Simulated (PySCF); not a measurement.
# 4-methylimidazole: electronic excitations and core binding energies

What electronic excitations and core binding energies should 4-methylimidazole (`Cc1cnc[nH]1`) show?

Computed with PySCF 2.14.0, with density-fitted response routines of our own, on a single molecule in the gas phase. Atoms are numbered from 0 throughout.

**1. The molecule as given**

12 atoms, charge 0, multiplicity 1; geometry from: GFN2-xTB.

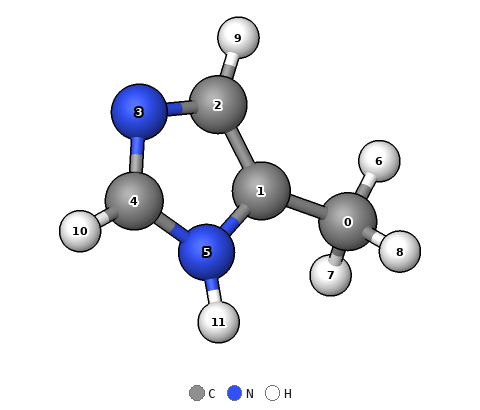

As it starts; carbon grey, nitrogen blue, hydrogen white, atoms numbered.

**2. Excited states and response: CAM-B3LYP/def2-SVPD**

The job: settings as JSON, then the geometry in Å.

```
{"job": {"kind": "uv", "xc": "CAM-B3LYP", "basis": "def2-SVPD", "nstates": 8, "ntriplets": 3}, "charge": 0, "multiplicity": 1}
C      1.724773    -0.011104     0.009894
C      0.247168     0.128749     0.048914
C     -0.571418     1.154104     0.432828
N     -1.877106     0.801838     0.286244
C     -1.866444    -0.412761    -0.177610
N     -0.601580    -0.875581    -0.342760
H      2.186252     0.905774     0.364431
H      2.070137    -0.204668    -1.006155
H      2.053843    -0.835202     0.643764
H     -0.302834     2.121723     0.805794
H     -2.737897    -0.992650    -0.407236
H     -0.323697    -1.780909    -0.684134
```

Level: TDDFT CAM-B3LYP/def2-SVPD, vertical, gas phase, core orbitals frozen in the response.

The run is started by

```console
> OMP_NUM_THREADS=1 python probes_run.py task.json out
```

This one command runs all jobs of the session in turn.

**Question.** This job is followed by: delta-SCF UKS SCAN, pcX-2 on the ionised atom, pcseg-1 elsewhere, spin-free X2C. What will the session give for the following? lowest singlet (CAM-B3LYP/def2-SVPD); brightest single state of those computed; lowest triplet; C1s binding energies, SCAN/pcX-2; N1s binding energies, SCAN/pcX-2.

As calculated:

| quantity | value |
| --- | --- |
| lowest singlet (CAM-B3LYP/def2-SVPD) | 5.93 eV (209 nm), f = 0.001 |
| brightest single state of those computed | state 2, 6.47 eV, f = 0.221 |
| lowest triplet | 4.47 eV |
| C1s binding energies, SCAN/pcX-2 | C4 291.49, C0 291.22, C1 291.06, C2 290.32 eV |
| N1s binding energies, SCAN/pcX-2 | N5 406.49, N3 404.05 eV |

In words: The lowest singlet, at 5.93 eV, is HOMO→LUMO 0.96 and is dark; of the 8 states computed, the strongest absorption comes from state 2 at 6.47 eV. The lowest triplet lies 1.45 eV below the lowest singlet (triplets in Tamm-Dancoff, singlets in full TDDFT). The C1s levels kept as sound span 1.17 eV, from C2 (aromatic CH next to a ring nitrogen) up to C4 (aromatic CH between two ring heteroatoms). N5 (pyrrole-type ring nitrogen) binds its N1s electron 2.44 eV more tightly than N3 (pyridine-type nitrogen of an azole).
